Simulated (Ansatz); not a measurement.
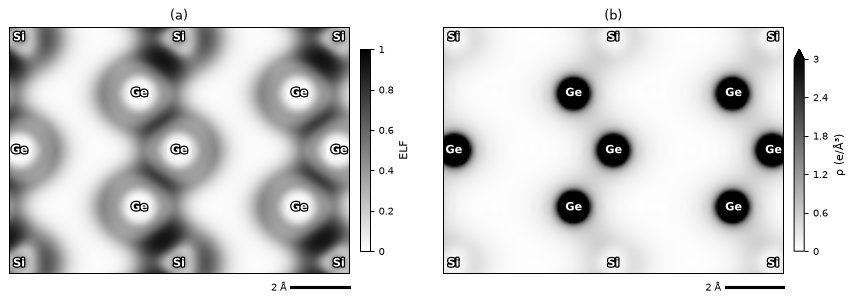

Figure. SiGe3. (a) electron localisation function; (b) valence charge density (pseudo) on the (110) plane of the calculation cell.

Space group P-4m2; a generated structure, not necessarily the stable one.

Method: DFT LDA, scalar-relativistic, plane waves, PAW in Ansatz 0.2.0.

Core electrons are frozen (PAW), and the valence fields are smoothed inside the atomic spheres.

Input file:

```
crystal:
  lattice:
    - [5.55, 0.0, 0.0]
    - [0.0, 5.55, 0.0]
    - [0.0, 0.0, 5.55]
  atoms:
    - { symbol: Si, position: [0.0, 0.0, 0.0] }
    - { symbol: Si, position: [0.0, 0.5, 0.5] }
    - { symbol: Ge, position: [0.5, 0.0, 0.5] }
    - { symbol: Ge, position: [0.5, 0.5, 0.0] }
    - { symbol: Ge, position: [0.25, 0.25, 0.25] }
    - { symbol: Ge, position: [0.25, 0.75, 0.75] }
    - { symbol: Ge, position: [0.75, 0.25, 0.75] }
    - { symbol: Ge, position: [0.75, 0.75, 0.25] }
scf:
  occupations: { method: gaussian, width: 0.02 }
output:
  forces: true
  stress: true
  eigenvalues: true
  write_density: true
  write_potential: true
  elf: true
  volumetric_format: npy
kpoints:
  mp_grid: { grid: [6, 6, 6] }
hamiltonian:
  xc: lda
relax:
  f_tol: 0.01
  adjacent_minimum: "off"
  cell: { stress_tol: 0.03, fix: [shape] }
```

Command:

```sh
ansatz run input.yaml --threads 4 --pin off --max-ram 12288MiB --backend cpu --events-out ev --progress --plain --runs-dir out
```

The fields are those of the relaxed geometry.

Describe what can be read from this map.

The section cuts through Si and Ge sites.
Si–Ge (2.39 Å): ρ at the midpoint is about 0.54 e/Å³; the ELF peaks at about 0.90 between the atoms; a shared electron pair.
Ge–Ge (2.42 Å): ρ is about 0.52 e/Å³ halfway; the ELF peaks at about 0.75 between the atoms (localised, covalent bonding).
The density dies away to nearly zero in the voids.
